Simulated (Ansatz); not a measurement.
**CH$_{4}$BClSi: nudged elastic band**

System: CH$_{4}$BClSi, SMILES CB=[SiH]Cl.
Method: RKS PBE/def2-mTZVP (Ansatz 0.2.0).

It belongs to a series of runs on one base structure; here: band between the two ends. Figures and captions count atoms from 1; the log counts them from 0 in places.

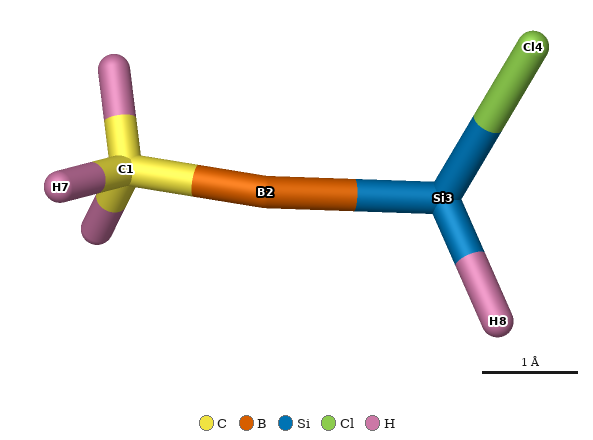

Fig. 1: The structure as given in the input (stick view, seen at a tilt; atoms are numbered from 1 in the order of the input). Bond lengths as drawn: B–C 1.52 Å, B–Si 1.91 Å, Cl–Si 2.12 Å, C–H 1.10 to 1.11 Å and H–Si 1.50 Å.

Summary:

- outcome: converged
- barrier, forward: 0.017 eV
- barrier, backward: 0.017 eV
- hardware: 2 threads of AMD EPYC (Zen 3), 24 GiB of memory available, shared host
- wall time: 71 s (CPU time 2.3 min)
- peak memory: 0.18 GiB

Notes:

The order of the saddle point was not checked.

The input:
```yaml
crystal:
  periodic: [false, false, false]
  atoms:
    - { symbol: C, position_ang: [-0.011293, 1.4618, -0.310188] }
    - { symbol: B, position_ang: [0.226506, -0.006649, 0.011088] }
    - { symbol: Si, position_ang: [-0.204787, -1.706765, 0.759553] }
    - { symbol: Cl, position_ang: [-0.659749, -3.048308, -0.817017] }
    - { symbol: H, position_ang: [-0.953885, 1.561007, -0.882453] }
    - { symbol: H, position_ang: [-0.168139, 2.045744, 0.61572] }
    - { symbol: H, position_ang: [0.793279, 1.939114, -0.89031] }
    - { symbol: H, position_ang: [0.97808, -2.245944, 1.513617] }
basis:
  gaussian: { orbitals: def2-mTZVP }
hamiltonian:
  xc: pbe
neb:
  order_check: false
  images: 7
  f_tol: 0.03
  max_iterations: 60
  final_atoms:
    - { symbol: C, position_ang: [-0.05078807, 1.45336742, -0.34500209] }
    - { symbol: B, position_ang: [0.17558573, -0.03756499, -0.13811782] }
    - { symbol: Si, position_ang: [0.14456365, -1.67178446, 0.84404903] }
    - { symbol: Cl, position_ang: [-1.35200801, -2.93140917, 0.027531] }
    - { symbol: H, position_ang: [0.23184458, 1.82547326, -1.3416328] }
    - { symbol: H, position_ang: [-1.12001562, 1.68782437, -0.17897118] }
    - { symbol: H, position_ang: [0.49873499, 2.03943504, 0.41515626] }
    - { symbol: H, position_ang: [1.47209475, -2.36534247, 0.71699759] }
  initial_path:
    images:
      - { positions_ang: [[-0.011293, 1.4618, -0.310188], [0.226506, -0.006649, 0.011088], [-0.204787, -1.706765, 0.759553], [-0.659749, -3.048308, -0.817017], [-0.953885, 1.561007, -0.882453], [-0.168139, 2.045744, 0.61572], [0.793279, 1.939114, -0.89031], [0.97808, -2.245944, 1.513617]] }
      - { positions_ang: [[-0.02212947, 1.47071159, -0.30892082], [0.24165409, -0.0088658, -0.05281155], [-0.09272447, -1.69661292, 0.69998715], [-0.80782258, -3.02953559, -0.61693547], [-0.79603319, 1.59865403, -0.99750825], [-0.35534726, 1.98107006, 0.53600733], [0.78615696, 1.99772322, -0.68151905], [1.04625792, -2.31314558, 1.42171065]] }
      - { positions_ang: [[-0.03296593, 1.47962318, -0.30765363], [0.25680218, -0.01108259, -0.1167111], [0.01933805, -1.68646083, 0.64042131], [-0.95589616, -3.01076319, -0.41685393], [-0.63818138, 1.63630105, -1.1125635], [-0.54255553, 1.91639611, 0.45629466], [0.77903492, 2.05633243, -0.47272809], [1.11443585, -2.38034716, 1.32980429]] }
      - { positions_ang: [[-0.0438024, 1.48853477, -0.30638645], [0.27195027, -0.01329939, -0.18061065], [0.13140058, -1.67630875, 0.58085546], [-1.10396974, -2.99199078, -0.2167724], [-0.48032957, 1.67394808, -1.22761875], [-0.72976379, 1.85172217, 0.37658199], [0.77191288, 2.11494165, -0.26393714], [1.18261377, -2.44754874, 1.23789794]] }
      - { positions_ang: [[-0.05463887, 1.49744635, -0.30511927], [0.28709836, -0.01551619, -0.24451019], [0.24346311, -1.66615667, 0.52128961], [-1.25204332, -2.97321837, -0.01669087], [-0.32247775, 1.7115951, -1.342674], [-0.91697205, 1.78704822, 0.29686932], [0.76479084, 2.17355087, -0.05514618], [1.25079169, -2.51475032, 1.14599158]] }
      - { positions_ang: [[-0.05367617, 1.48642662, -0.31508997], [0.2592202, -0.02102839, -0.2179121], [0.21873824, -1.66756362, 0.60197947], [-1.27703449, -2.96276607, -0.0056354], [-0.18389717, 1.74006464, -1.3424137], [-0.96773294, 1.76224226, 0.1779092], [0.69827688, 2.14002191, 0.06242943], [1.30611746, -2.47739836, 1.03874308]] }
      - { positions_ang: [[-0.05271347, 1.47540689, -0.32506068], [0.23134205, -0.02654059, -0.19131401], [0.19401338, -1.66897056, 0.68266932], [-1.30202566, -2.95231377, 0.00542007], [-0.04531659, 1.76853418, -1.3421534], [-1.01849383, 1.7374363, 0.05894907], [0.63176292, 2.10649295, 0.18000504], [1.36144322, -2.4400464, 0.93149459]] }
      - { positions_ang: [[-0.05175077, 1.46438715, -0.33503138], [0.20346389, -0.03205279, -0.16471592], [0.16928851, -1.67037751, 0.76335917], [-1.32701683, -2.94186147, 0.01647554], [0.09326399, 1.79700372, -1.3418931], [-1.06925473, 1.71263033, -0.06001105], [0.56524895, 2.072964, 0.29758065], [1.41676898, -2.40269443, 0.82424609]] }
      - { positions_ang: [[-0.05078807, 1.45336742, -0.34500209], [0.17558573, -0.03756499, -0.13811782], [0.14456365, -1.67178446, 0.84404903], [-1.35200801, -2.93140917, 0.027531], [0.23184458, 1.82547326, -1.3416328], [-1.12001562, 1.68782437, -0.17897118], [0.49873499, 2.03943504, 0.41515626], [1.47209475, -2.36534247, 0.71699759]] }
```

Launched with:
```bash
ansatz run input.yaml --threads 2 --pin off --max-ram 3072MiB --backend cpu --events-out ev --progress --plain --runs-dir out
```

The program's output:
```
Engine: ansatz 0.2.0, x86_64-unknown-linux-gnu
Functional definition: PBE
  parameter kappa = 0.804
  parameter beta = 0.06672455060314922
  exchange = pbe_x(kappa = kappa, mu = beta*pi^2/3)
  correlation = pbe_c(beta = beta)
977 factors; their error is unknown
mean field evaluation 1: about -22156.5632 eV, gradient 6.2e1 eV
mean field evaluation 2: about -22135.1887 eV, gradient 9.4e1 eV
mean field evaluation 4: about -22164.6889 eV, gradient 1.9e1 eV
mean field evaluation 8: about -22166.3754 eV, gradient 1.1e-1 eV
mean field evaluation 16: about -22166.3379 eV, gradient 3.5e-3 eV
mean field -22166.33789048 eV, -814.5978925918 hartree, gradient 4.0e-5 eV, S^2 0.000000; 1 other end points of the search recorded, 0 dependent functions left out
the calculation of the forces begins
reference -22166.33793370 eV, -814.5978941799 hartree; 23, 23 occupied and 71, 71 virtual orbitals, 977 factors
977 factors; their error is unknown
mean field evaluation 32: about -22166.3756 eV, gradient 1.1e-1 eV
mean field -22166.33788308 eV, -814.5978923196 hartree, gradient 3.7e-5 eV, S^2 0.000000; 1 other end points of the search recorded, 0 dependent functions left out
[... from here on the field's lines of each further geometry are left out, up to the last ...]
NEB iter   1: max|band force component| = 3.353e0 eV/Å  barrier→ = 0.7533 eV  barrier← = 0.7533 eV  Δτ_max = 0.1947 Å  (379 SCF iters)
NEB iter   2: max|band force component| = 8.298e-1 eV/Å  barrier→ = 0.1640 eV  barrier← = 0.1640 eV  Δτ_max = 0.1566 Å  (216 SCF iters)
NEB iter   3: max|band force component| = 3.620e-1 eV/Å  barrier→ = 0.0760 eV  barrier← = 0.0760 eV  CI = image 4  Δτ_max = 0.1525 Å  (217 SCF iters)
NEB iter   4: max|band force component| = 2.295e-1 eV/Å  barrier→ = 0.0331 eV  barrier← = 0.0331 eV  CI = image 4  Δτ_max = 0.0898 Å  (214 SCF iters)
NEB iter   5: max|band force component| = 1.778e-1 eV/Å  barrier→ = 0.0235 eV  barrier← = 0.0235 eV  CI = image 4  Δτ_max = 0.0535 Å  (217 SCF iters)
NEB iter   6: max|band force component| = 8.588e-2 eV/Å  barrier→ = 0.0187 eV  barrier← = 0.0187 eV  CI = image 4  Δτ_max = 0.0316 Å  (224 SCF iters)
NEB iter   7: max|band force component| = 3.757e-2 eV/Å  barrier→ = 0.0167 eV  barrier← = 0.0167 eV  CI = image 4  Δτ_max = 0.0135 Å  (227 SCF iters)
the calculation of the forces begins
reference -22166.33707862 eV, -814.5978627564 hartree; 23, 23 occupied and 71, 71 virtual orbitals, 977 factors
977 factors; their error is unknown
mean field evaluation 768: about -22166.3214 eV, gradient 3.8e-3 eV
mean field -22166.32137379 eV, -814.5972856144 hartree, gradient 9.9e-6 eV, S^2 0.000000; 2 other end points of the search recorded, 0 dependent functions left out
the calculation of the forces begins
reference -22166.32141688 eV, -814.5972871979 hartree; 23, 23 occupied and 71, 71 virtual orbitals, 977 factors
NEB iter   8: max|band force component| = 2.360e-2 eV/Å  barrier→ = 0.0165 eV  barrier← = 0.0165 eV  CI = image 4  Δτ_max = 0.0000 Å  (691 SCF iters)
```

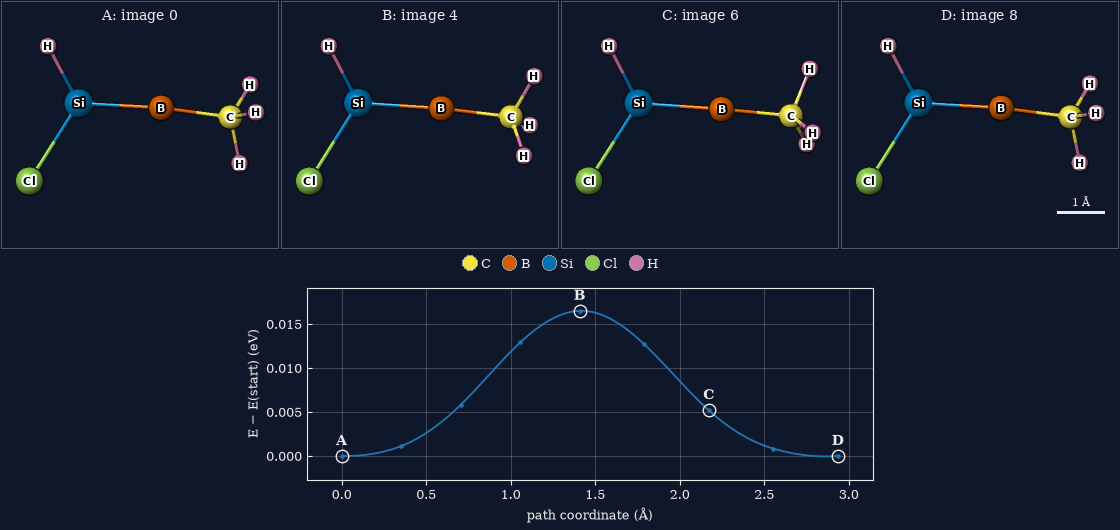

Fig. 2: Images of the last band (counted from 0; ball-and-stick, seen at a tilt) above the energy along the path; the line is a cubic interpolation that uses the forces. The highest image is number 4, 0.017 eV above the start and 0.017 eV above the end (the climbing image); start and end have the same energy. The path is 2.93 Å long. The band converged in 8 iterations.

```
Total energy: -22166.32141688 eV, -814.5972871979 hartree
Atom 0 at    -0.068222     1.464748    -0.289978 Å, force    -0.009677    -0.023584    -0.010112 eV/Å
Atom 1 at     0.152974    -0.016006    -0.010390 Å, force     0.004342     0.000845     0.004436 eV/Å
Atom 2 at    -0.020324    -1.706812     0.853425 Å, force    -0.002366    -0.001180    -0.000281 eV/Å
Atom 3 at    -1.098417    -3.013740    -0.421953 Å, force     0.002393     0.006130     0.000402 eV/Å
Atom 4 at    -0.469467     1.577931    -1.315046 Å, force     0.001645     0.008172     0.003957 eV/Å
Atom 5 at    -0.743510     1.988282     0.404118 Å, force    -0.003643     0.004049     0.004251 eV/Å
Atom 6 at     0.900962     1.995731    -0.302813 Å, force     0.007688     0.003420    -0.002273 eV/Å
Atom 7 at     1.346015    -2.290135     1.082647 Å, force    -0.000382     0.002147    -0.000381 eV/Å
Dipole moment:     0.170239     0.790754    -0.010672 e Å
this run last wrote the band of iteration 8 to [file]
```

The last band as extended XYZ (Å, eV, eV/Å):
```
8
Properties=species:S:1:pos:R:3:forces:R:3 image=0 energy=-22166.33789
C    -0.0113    1.4618   -0.3102   -0.0030   0.0040   0.0009
B     0.2265   -0.0066    0.0111   -0.0010  -0.0026  -0.0004
Si   -0.2048   -1.7068    0.7596   -0.0025   0.0038  -0.0013
Cl   -0.6597   -3.0483   -0.8170    0.0006  -0.0005   0.0001
H    -0.9539    1.5610   -0.8825    0.0043  -0.0005   0.0026
H    -0.1681    2.0457    0.6157    0.0008  -0.0030  -0.0038
H     0.7933    1.9391   -0.8903   -0.0014  -0.0004   0.0010
H     0.9781   -2.2459    1.5136    0.0023  -0.0009   0.0009
8
Properties=species:S:1:pos:R:3:forces:R:3 image=1 energy=-22166.33676
C    -0.0095    1.4663   -0.2911    0.0001  -0.0021  -0.0016
B     0.2320   -0.0027    0.0225   -0.0013  -0.0051   0.0038
Si   -0.1609   -1.7040    0.7895    0.0061   0.0010  -0.0044
Cl   -0.7959   -3.0196   -0.7466    0.0036   0.0044   0.0011
H    -0.8561    1.5054   -1.0068   -0.0059   0.0001  -0.0003
H    -0.3339    2.0516    0.5860    0.0011   0.0021   0.0051
H     0.8420    1.9750   -0.7687    0.0031   0.0013  -0.0058
H     1.0824   -2.2721    1.4152   -0.0068  -0.0016   0.0021
8
Properties=species:S:1:pos:R:3:forces:R:3 image=2 energy=-22166.33206
C    -0.0228    1.4688   -0.2773    0.0038  -0.0038  -0.0057
B     0.2142   -0.0022    0.0293    0.0014  -0.0068   0.0062
Si   -0.1151   -1.7075    0.8163    0.0028   0.0018  -0.0056
Cl   -0.9112   -3.0045   -0.6598    0.0065   0.0049  -0.0028
H    -0.7380    1.4910   -1.1257   -0.0123  -0.0017  -0.0008
H    -0.4895    2.0448    0.5376    0.0010   0.0033   0.0132
H     0.8793    1.9960   -0.6258    0.0053   0.0051  -0.0116
H     1.1830   -2.2866    1.3055   -0.0086  -0.0028   0.0071
8
Properties=species:S:1:pos:R:3:forces:R:3 image=3 energy=-22166.32497
C    -0.0460    1.4673   -0.2774    0.0091  -0.0131  -0.0001
B     0.1828   -0.0077    0.0202    0.0012  -0.0046   0.0054
Si   -0.0694   -1.7103    0.8411   -0.0006  -0.0023  -0.0078
Cl   -1.0083   -3.0043   -0.5528    0.0061   0.0065  -0.0015
H    -0.6068    1.5206   -1.2318   -0.0151  -0.0010  -0.0100
H    -0.6262    2.0228    0.4752   -0.0060   0.0060   0.0182
H     0.9008    2.0001   -0.4672    0.0113   0.0099  -0.0124
H     1.2731   -2.2885    1.1927   -0.0059  -0.0014   0.0082
8
Properties=species:S:1:pos:R:3:forces:R:3 image=4 energy=-22166.32137
C    -0.0682    1.4647   -0.2900   -0.0097  -0.0236  -0.0101
B     0.1530   -0.0160   -0.0104    0.0043   0.0008   0.0044
Si   -0.0203   -1.7068    0.8534   -0.0024  -0.0012  -0.0003
Cl   -1.0984   -3.0137   -0.4220    0.0024   0.0061   0.0004
H    -0.4695    1.5779   -1.3150    0.0016   0.0082   0.0040
H    -0.7435    1.9883    0.4041   -0.0036   0.0040   0.0043
H     0.9010    1.9957   -0.3028    0.0077   0.0034  -0.0023
H     1.3460   -2.2901    1.0826   -0.0004   0.0021  -0.0004
8
Properties=species:S:1:pos:R:3:forces:R:3 image=5 energy=-22166.32517
C    -0.0871    1.4590   -0.3123    0.0021  -0.0144   0.0028
B     0.1248   -0.0260   -0.0532   -0.0101  -0.0070  -0.0054
Si    0.0187   -1.6979    0.8559   -0.0103  -0.0001  -0.0026
Cl   -1.1617   -3.0268   -0.3007    0.0036   0.0107   0.0117
H    -0.2912    1.6568   -1.3786    0.0084   0.0071  -0.0105
H    -0.8683    1.9401    0.2965   -0.0117   0.0007   0.0017
H     0.8684    1.9769   -0.0973    0.0058   0.0084   0.0075
H     1.3964   -2.2821    0.9897    0.0121  -0.0054  -0.0052
8
Properties=species:S:1:pos:R:3:forces:R:3 image=6 energy=-22166.33268
C    -0.0888    1.4543   -0.3357    0.0040  -0.0118  -0.0002
B     0.1224   -0.0338   -0.0987   -0.0124  -0.0062  -0.0060
Si    0.0576   -1.6842    0.8523   -0.0118  -0.0013  -0.0027
Cl   -1.2243   -3.0194   -0.1813    0.0054   0.0100   0.0118
H    -0.1050    1.7265   -1.4031    0.0092   0.0064  -0.0100
H    -0.9799    1.8732    0.1590   -0.0111  -0.0003   0.0014
H     0.7875    1.9749    0.1016    0.0049   0.0079   0.0114
H     1.4306   -2.2915    0.9059    0.0119  -0.0046  -0.0055
8
Properties=species:S:1:pos:R:3:forces:R:3 image=7 energy=-22166.33704
C    -0.0734    1.4519   -0.3489    0.0038  -0.0085  -0.0013
B     0.1440   -0.0381   -0.1293   -0.0108  -0.0034  -0.0041
Si    0.0986   -1.6740    0.8489   -0.0074  -0.0009  -0.0003
Cl   -1.2894   -2.9853   -0.0711    0.0064   0.0069   0.0049
H     0.0724    1.7810   -1.3892    0.0043   0.0033  -0.0053
H    -1.0672    1.7861   -0.0031   -0.0054  -0.0001   0.0012
H     0.6604    1.9994    0.2754    0.0034   0.0059   0.0072
H     1.4546   -2.3209    0.8172    0.0057  -0.0033  -0.0022
8
Properties=species:S:1:pos:R:3:forces:R:3 image=8 energy=-22166.33788
C    -0.0508    1.4534   -0.3450   -0.0048  -0.0027   0.0057
B     0.1756   -0.0376   -0.1381   -0.0033   0.0050   0.0008
Si    0.1446   -1.6718    0.8440   -0.0016   0.0014  -0.0004
Cl   -1.3520   -2.9314    0.0275    0.0074   0.0022   0.0014
H     0.2318    1.8255   -1.3416   -0.0001  -0.0001   0.0018
H    -1.1200    1.6878   -0.1790    0.0088  -0.0008  -0.0022
H     0.4987    2.0394    0.4152   -0.0024  -0.0020  -0.0051
H     1.4721   -2.3653    0.7170   -0.0041  -0.0031  -0.0019
```
